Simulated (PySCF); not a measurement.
## Excited-state calculation of C2H11NSi2

C2H11NSi2, computed with TDDFT CAM-B3LYP/def2-SVPD, vertical, IEF-PCM benzene (non-equilibrium linear response), core orbitals frozen in the response (PySCF 2.14.0).

The geometry comes from this level: PBE0-D3(BJ)/def2-SVP. It belongs to a series of runs on one base structure; here: solvent benzene.

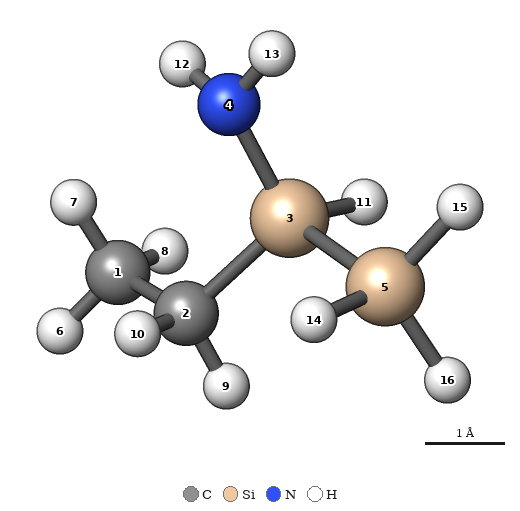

**Figure 1.** The structure as given in the input (ball-and-stick view, seen at a tilt; atoms are numbered from 1 in the order of the input). Bond lengths as drawn: C–C 1.53 Å, C–H 1.10 Å, C–Si 1.89 Å, H–N 1.01 to 1.02 Å, H–Si 1.50 to 1.51 Å, N–Si 1.74 Å and Si–Si 2.35 Å.

## Input file
```
{"job": {"kind": "uv", "xc": "CAM-B3LYP", "basis": "def2-SVPD", "solvent": "benzene", "nstates": 6, "ntriplets": 0}, "charge": 0, "multiplicity": 1}
C     -1.995956    -1.208428     0.486242
C     -0.513078    -0.928103     0.718848
Si     0.274503     0.181949    -0.585896
N     -0.542204     1.721033    -0.593313
Si     2.525383     0.610669    -0.082380
H     -2.410900    -1.880738     1.254154
H     -2.591467    -0.281650     0.517316
H     -2.171563    -1.681482    -0.493481
H      0.058796    -1.872372     0.742056
H     -0.360808    -0.449408     1.701350
H      0.227795    -0.563417    -1.897543
H     -1.540451     1.740071    -0.778780
H     -0.095902     2.498360    -1.068622
H      2.667042     1.168340     1.300202
H      3.114162     1.600780    -1.041191
H      3.334525    -0.647233    -0.164698
```

The first line tells a small driver script what to run in PySCF; the rest is the geometry in Å.

Run on 1 CPU thread, shared host.

Command:
```bash
OMP_NUM_THREADS=1 python <driver script> task.json out
```

## Log
```
coarse grid: 13304 points
cycle   1  E = -716.1164551125  dE =  1.516e-02  |g| = 4.225e-01  |ddm| = 4.758e+00
cycle   2  E = -716.1173281094  dE = -8.730e-04  |g| = 4.434e-01  |ddm| = 1.530e+00
cycle   3  E = -716.1614321001  dE = -4.410e-02  |g| = 4.068e-02  |ddm| = 6.702e-01
cycle   4  E = -716.1617892952  dE = -3.572e-04  |g| = 2.106e-02  |ddm| = 1.337e-01
cycle   5  E = -716.1619010580  dE = -1.118e-04  |g| = 3.590e-03  |ddm| = 2.975e-02
cycle   6  E = -716.1619050076  dE = -3.950e-06  |g| = 5.497e-04  |ddm| = 1.478e-02
final grid: 116352 points
cycle   7  E = -716.2572307907  dE = -1.928e-05  |g| = 3.238e-03  |ddm| = 4.188e-02
cycle   8  E = -716.2572306594  dE =  1.314e-07  |g| = 3.469e-03  |ddm| = 8.923e-03
cycle   9  E = -716.2572334124  dE = -2.753e-06  |g| = 2.356e-04  |ddm| = 4.873e-03
cycle  10  E = -716.2572334232  dE = -1.081e-08  |g| = 1.479e-04  |ddm| = 5.973e-04
cycle  11  E = -716.2572334286  dE = -5.445e-09  |g| = 2.032e-05  |ddm| = 2.295e-04
cycle  12  E = -716.2572334288  dE = -1.571e-10  |g| = 5.279e-06  |ddm| = 5.270e-05
```

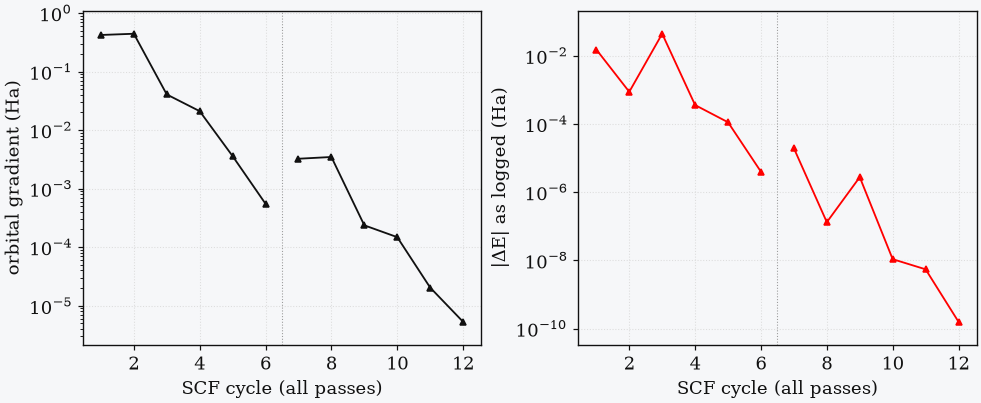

**Figure 2.** Convergence of the self-consistent field: orbital gradient and size of the energy change against the SCF cycle. The dotted line marks the change from a coarse to the final integration grid. The first 6 cycles use a coarse grid, the final grid takes over at cycle 7, and the field converges after 12 cycles in all.

```
converged SCF energy = -716.2572334288

Static polarisability (au): isotropic 105.331, principal 94.408 99.236 122.351

Singlet excitations
state   eV       nm        f      main configurations
  1   6.2648    197.9   0.01068   H->L 0.87
  2   6.9648    178.0   0.01475   H->L+2 0.59, H-1->L 0.18
  3   7.0882    174.9   0.12821   H-1->L 0.53, H->L+2 0.18
  4   7.3513    168.7   0.01914   H->L+1 0.58, H-1->L 0.10
  5   7.4318    166.8   0.08995   H-1->L+2 0.61, H-1->L+3 0.10, H->L+2 0.09
  6   7.7030    161.0   0.27307   H->L+3 0.35, H-1->L+1 0.34, H-1->L+2 0.11
```

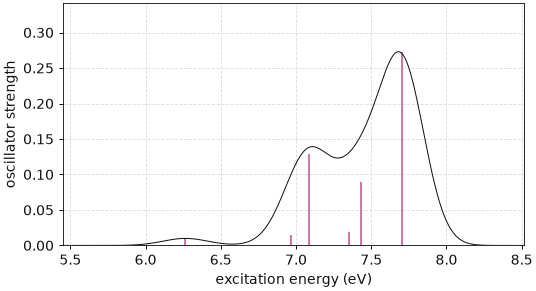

**Figure 3.** Computed excitations as sticks (degenerate states added up, dark ones marked on the axis), with a Gaussian envelope of 0.35 eV full width at half maximum, scaled to the tallest. Of the 6 states the lowest lies at 6.26 eV (f = 0.011); the strongest line is at 7.70 eV, or 161 nm (f = 0.273).

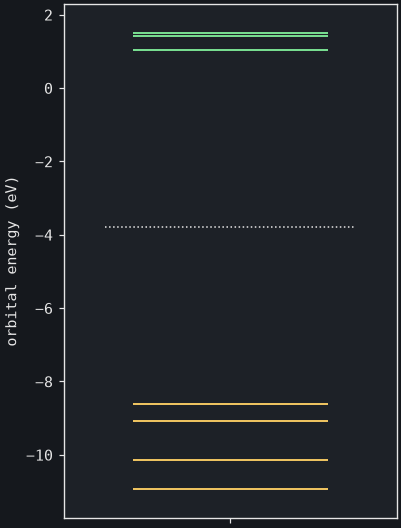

**Figure 4.** Orbital energies near the frontier; the dotted line parts filled from empty levels, and levels within 0.02 eV of each other stand side by side. Highest filled −8.62 eV, lowest empty 1.04 eV, 9.66 eV apart.

## Key numbers

| quantity | value |
| --- | --- |
| outcome | converged |
| total energy | −716.257233 hartree |
| HOMO | −8.62 eV |
| LUMO | 1.04 eV |
| dipole moment | 1.45 D |
| mean polarisability | 105.33 a.u. |
| lowest excitation | 6.26 eV |
| wall time | 52 s |
| peak memory | 0.96 GiB |
